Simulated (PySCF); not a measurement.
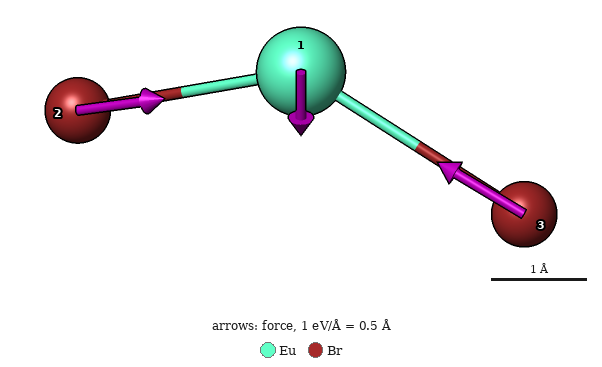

Starting geometry of EuBr2 (charge +1) with the computed forces as purple arrows. The picture is a ball-and-stick view, seen at a tilt.

These are results of PySCF 2.14.0, RKS PBE0, Eu lcecp-1-SVP with ECP52, Br def2-SVP; non-relativistic Hamiltonian with scalar-relativistic core potentials; density fitting, not measurements. Set-up: symmetry kept (C2v).

Is this structure relaxed? If not, where do the atoms go?

It isn't relaxed: the largest force vector, on Br atoms, is 2.18 eV/Å. The final displacements follow the starting forces only in part (cosine between the two patterns 0.53). The largest moves after the best rigid fit, 0.48 Å, are those of Br2 and Br3. By element the largest moves are Br 0.48 Å, Eu 0.23 Å. Some distances before and after: Eu1–Br2 2.795 → 2.554 Å. Among the angles between lasting bonds that change: Br2–Eu1–Br3 131.8° → 109.1°. Over 8 geometry steps the energy falls by 0.664 eV. Largest force component: 2 eV/Å at the start, 0.0013 eV/Å at the end. The run took 35 s on 2 threads of Arm Neoverse V1, with other jobs on the host, peak memory 0.65 GiB.
